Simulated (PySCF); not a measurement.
# Run report: C3H7ClOSi, excited-state calculation

C3H7ClOSi, computed with TDDFT HF/def2-SVPD, vertical, gas phase, core orbitals frozen in the response (PySCF 2.14.0).

The geometry comes from this level: PBE0-D3(BJ)/def2-SVP.

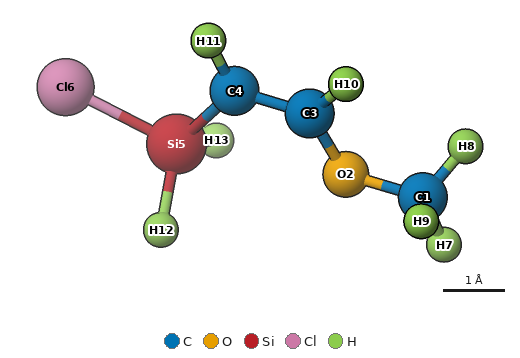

**Figure 1.** The structure (ball-and-stick view, seen at a tilt; atoms are numbered from 1 in the order of the input).

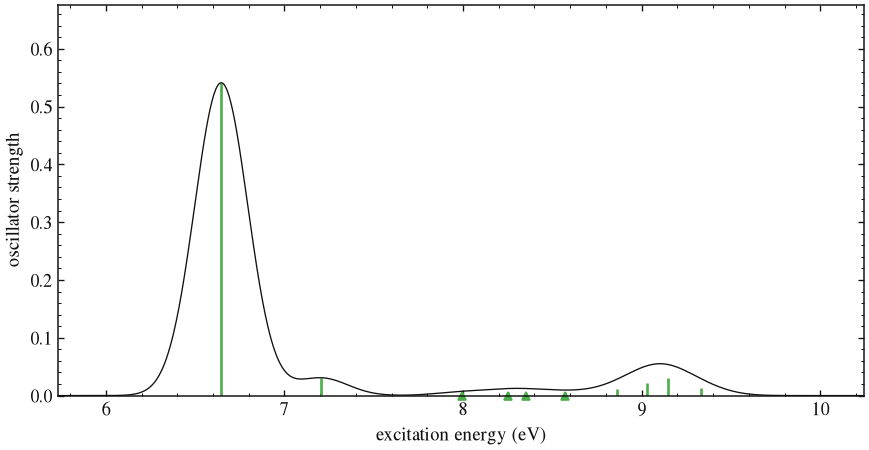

**Figure 2.** Computed excitations as sticks (degenerate states added up, dark ones marked on the axis), with a Gaussian envelope of 0.35 eV full width at half maximum, scaled to the tallest. Of the 10 states the lowest lies at 6.65 eV (f = 0.541); the strongest line is at 6.65 eV, or 187 nm (f = 0.541).

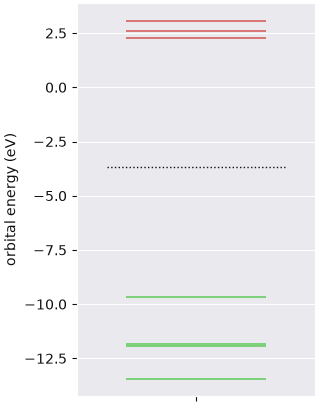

**Figure 3.** Orbital energies near the frontier; the dotted line parts filled from empty levels, and levels within 0.02 eV of each other stand side by side. Highest filled −9.67 eV, lowest empty 2.29 eV, 11.96 eV apart.

The input that produced these results follows, with the program's output.

## Input
```
{"job": {"kind": "uv", "xc": "HF", "basis": "def2-SVPD", "ip": true}, "charge": 0, "multiplicity": 1}
C     -2.238298    -0.376116     0.534688
O     -0.844674    -0.286659     0.382369
C     -0.371753     0.676607    -0.426109
C      0.939438     0.783404    -0.680541
Si     2.151849    -0.414858     0.048636
Cl     4.055501     0.157941    -0.559998
H     -2.432470    -1.169454     1.267062
H     -2.665090     0.568789     0.913029
H     -2.732943    -0.641342    -0.415694
H     -1.126460     1.357242    -0.846176
H      1.267790     1.591278    -1.338776
H      1.930368    -1.809471    -0.431094
H      2.141864    -0.409753     1.539219
```

The first line tells a small driver script what to run in PySCF; the rest is the geometry in Å.

Run as:
```bash
OMP_NUM_THREADS=1 python <driver script> task.json out
```

## What the program printed
```
final grid: 106112 points
cycle   1  E = -940.5368456055  dE =  8.395e-01  |g| = 5.598e-01  |ddm| = 4.541e+00
cycle   2  E = -940.6207906537  dE = -8.395e-02  |g| = 2.375e-01  |ddm| = 1.443e+00
cycle   3  E = -940.6335838334  dE = -1.279e-02  |g| = 6.637e-02  |ddm| = 4.756e-01
cycle   4  E = -940.6349142831  dE = -1.330e-03  |g| = 1.811e-02  |ddm| = 1.556e-01
cycle   5  E = -940.6350176597  dE = -1.034e-04  |g| = 4.245e-03  |ddm| = 4.341e-02
cycle   6  E = -940.6350277176  dE = -1.006e-05  |g| = 1.423e-03  |ddm| = 1.278e-02
cycle   7  E = -940.6350293745  dE = -1.657e-06  |g| = 8.343e-04  |ddm| = 3.734e-03
cycle   8  E = -940.6350297635  dE = -3.891e-07  |g| = 2.119e-04  |ddm| = 2.780e-03
cycle   9  E = -940.6350298085  dE = -4.496e-08  |g| = 6.947e-05  |ddm| = 1.264e-03
cycle  10  E = -940.6350298120  dE = -3.483e-09  |g| = 2.017e-05  |ddm| = 3.831e-04
cycle  11  E = -940.6350298123  dE = -3.188e-10  |g| = 5.554e-06  |ddm| = 1.210e-04
converged SCF energy = -940.6350298123

Static polarisability (au): isotropic 79.588, principal 61.256 69.564 107.944

Singlet excitations
state   eV       nm        f      main configurations
  1   6.6461    186.6   0.54111   H->L+2 0.86
  2   7.2065    172.0   0.03042   H->L 0.45, H->L+3 0.41
  3   7.9957    155.1   0.00583   H->L+6 0.23, H->L+1 0.22, H->L 0.18
  4   8.2544    150.2   0.00646   H-2->L+2 0.26, H-3->L+2 0.16, H->L+4 0.14
  5   8.3499    148.5   0.00479   H->L+4 0.26, H-2->L+2 0.15, H->L+5 0.10
  6   8.5694    144.7   0.00555   H->L+1 0.31, H->L+5 0.17, H->L 0.10
  7   8.8640    139.9   0.01073   H->L+1 0.24, H->L+9 0.16, H->L+6 0.12
  8   9.0280    137.3   0.02255   H-1->L+4 0.37, H-1->L+1 0.13
  9   9.1498    135.5   0.02997   H-2->L+4 0.35, H-2->L+1 0.17, H-2->L+3 0.13
 10   9.3314    132.9   0.01236   H->L+8 0.60, H->L+7 0.18

Triplet excitations (Tamm-Dancoff, eV): 3.4607 6.9516 7.6112 7.7140
Vertical ionisation energy (delta-SCF) = 8.0866 eV
```

## Key numbers

```tsv
quantity	value
outcome	converged
total energy	−940.635030 hartree
HOMO	−9.67 eV
LUMO	2.29 eV
dipole moment	4.69 D
mean polarisability	79.59 a.u.
vertical ionisation energy	8.09 eV
lowest singlet excitation	6.65 eV
hardware	1 CPU thread, shared host
wall time	25 s
peak memory	0.74 GiB
```
